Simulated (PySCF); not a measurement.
# C$_{3}$H$_{7}$NSi, SMILES `C=N[SiH]1CC1`: electronic structure

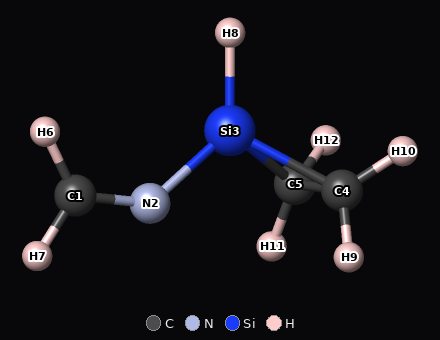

The molecule, with its atoms numbered as below. No frequency check shows the geometry to be a minimum.

Geometry (Å), atoms numbered from 1:

```
C1      -2.4566   -0.2034    0.0003
N2      -1.2144   -0.3981    0.0006
Si3      0.1529    0.5997   -0.0008
C4       1.6078   -0.3355    0.7579
C5       1.6074   -0.3385   -0.7571
H6      -2.9360    0.7767   -0.0012
H7      -3.1200   -1.0616    0.0016
H8       0.1991    2.0532   -0.0032
H9       1.4417   -1.2862    1.2396
H10      2.3915    0.2344    1.2339
H11      1.4410   -1.2911   -1.2350
H12      2.3909    0.2295   -1.2357
```

### 1. Bonding charge

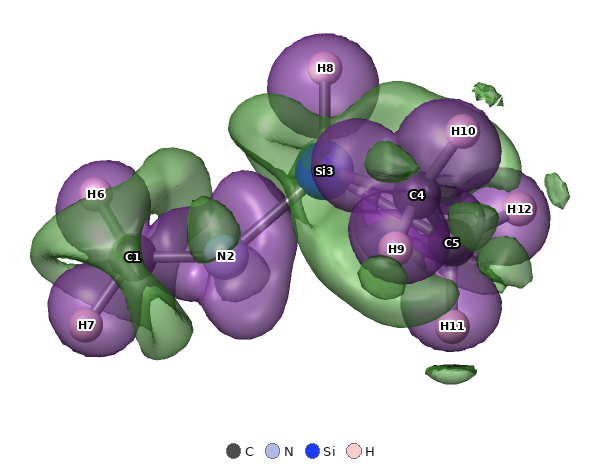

Deformation density (molecule less spherical, spin-averaged free atoms at the same positions), surfaces at ±0.04 e/Å³; purple: gain, green: loss.

Computed with PySCF, BP86/def2-SVP, geometry: GFN2-xTB.

Q: How much density has each bond gained at its critical point, relative to the free atoms?

A: C1–H7: +0.71 e/Å³ at the bond critical point (bond length 1.08 Å, Mayer order 0.9). C1–H6: +0.69 e/Å³ at the bond critical point (bond length 1.09 Å, Mayer order 0.9). C5–H11 and C4–H9: +0.65 e/Å³ at the bond critical point (bond length 1.08 Å, Mayer order 1.0). C4–H10 and C5–H12: +0.64 e/Å³ at the bond critical point (bond length 1.08 Å, Mayer order 0.9). C1–N2: +0.56 e/Å³ at the bond critical point (bond length 1.26 Å, Mayer order 1.9). C4–C5: +0.37 e/Å³ at the bond critical point (bond length 1.51 Å, Mayer order 1.0). Si3–H8: +0.17 e/Å³ at the bond critical point (bond length 1.45 Å, Mayer order 0.9). N2–Si3: +0.09 e/Å³ at the bond critical point (bond length 1.69 Å, Mayer order 1.3); up to 0.6 Å beside the axis the gain reaches +0.38 e/Å³. Si3–C4 and Si3–C5: +0.07 e/Å³ at the bond critical point (bond length 1.89 Å, Mayer order 1.0); up to 0.6 Å beside the axis the gain reaches +0.24 e/Å³. In all, 2.5 electrons gather in the regions of gain relative to the promolecule. A small or negative value marks a very polar bond, one between electron-rich atoms, whose free-atom densities already overlap strongly, a long bond to a heavier atom, or a closed-shell contact such as a hydrogen bond.

Q: Where do the Hirshfeld charges lie?

A: The highest Hirshfeld charge is on Si3 (+0.31 e), the lowest on N2 (−0.20 e).

```tsv
atom	charge (e)
C1	+0.02
N2	−0.20
Si3	+0.31
C4	−0.14
C5	−0.14
H6	+0.03
H7	+0.04
H8	−0.07
H9	+0.04
H10	+0.04
H11	+0.04
H12	+0.04
```

### 2. Local ionisation energy

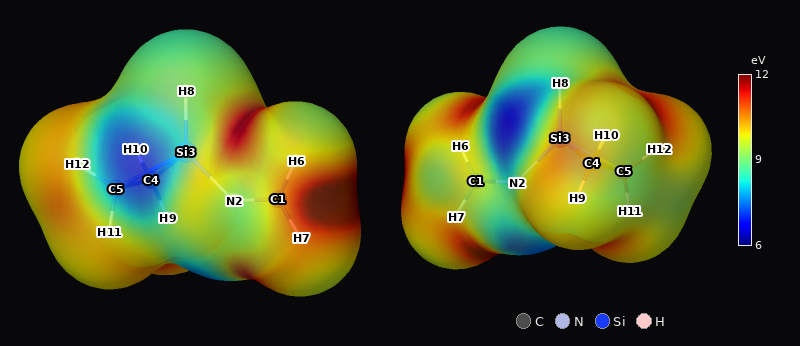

Average local ionisation energy on the surface of electron density 0.001 a.u. (back view left, front view right).

Q: Locate the minima of the map.

A: The lowest value is 6.9 eV, off the Si3–C4 bond (2.3 to 2.4 Å from its atoms), and at like points elsewhere. Further minima include 7.3 eV, 1.9 Å from N2; 8.6 eV, 1.5 Å from H8; 9.0 eV, near H10 (1.84 Å), H9 (1.90 Å) and C4 (1.93 Å), and at like points elsewhere. For comparison, the highest occupied orbital lies at −5.5 eV.

Q: What volume does the surface enclose, and what is the dipole moment?

A: About 125 Å³; the dipole moment is 1.1 D.

### 3. Excited states

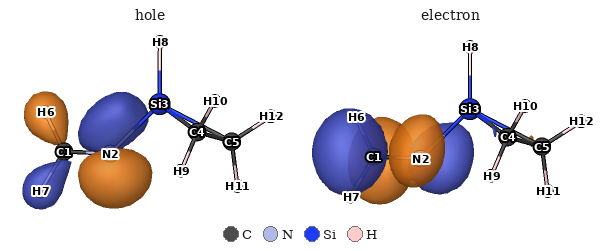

Leading natural transition orbital pair of S₁ (TDHF singlet states); the surfaces enclose about 70 % of each orbital's density.

Method: HF/def2-SVPD; geometry: GFN2-xTB; program: PySCF.

Q: Give its energy and the atoms that hole and electron lie on.

A: 4.60 eV (270 nm), f = 0.000 (very weak); the leading pair carries 100 %; hole on N2 (60 %), C1 (13 %) and Si3 (11 %), electron on C1 (45 %), N2 (33 %) and Si3 (7 %); their centroids lie 0.5 Å apart. In canonical orbitals it is mainly HOMO−1 → LUMO+1 (60 %). The HOMO–LUMO gap is 11.07 eV.

### 4. In an electric field

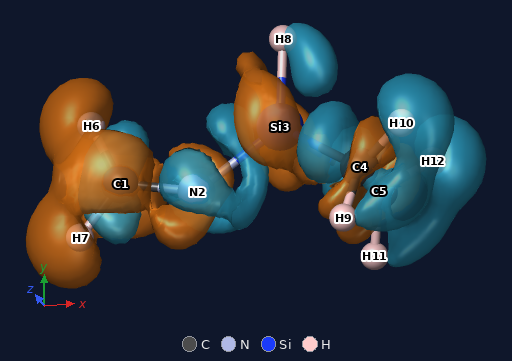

Change of the electron density in a uniform field of 0.41 V/Å, surfaces at ±0.004 e/Å³ (light blue: gain, orange: loss).

Level of theory: B3LYP/6-31G* (PySCF), at a geometry from GFN2-xTB. A basis without diffuse functions makes polarisabilities too small.

The field was applied in both directions; the picture shows the one opposite to the script's first.

Q: Along which Cartesian direction does the field point?

A: Along −x: electrons gather on the +x side, against the field.

Q: What dipole is induced, and what polarisability does it imply?

A: The induced dipole is 1.90 D (along the field); α along this axis, from the fields in both directions, is 96 bohr³ (14.2 Å³).

The PySCF runs shown took 25 s, 16 min and 41 s on 1 thread of Arm Neoverse N1 (shared host).
